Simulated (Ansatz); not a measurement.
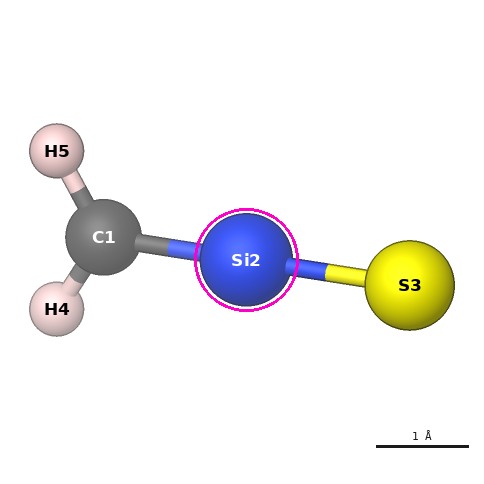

Orthographic view. Atoms fade into the background with distance from the viewer. The geometry was computed by an optimisation with PBE0-D4/def2-TZVP. No frequency run is at hand to confirm it as a minimum.

Which atoms are bonded to the circled atom?

Answer. The circled atom is Si2; it is bonded to C1, S3.

Which atom is nearest the viewer?

Answer. S3, 1.0 Å in front of the mean position.

Which atom is farthest from the viewer?

Answer. H4, 0.8 Å behind the mean position.
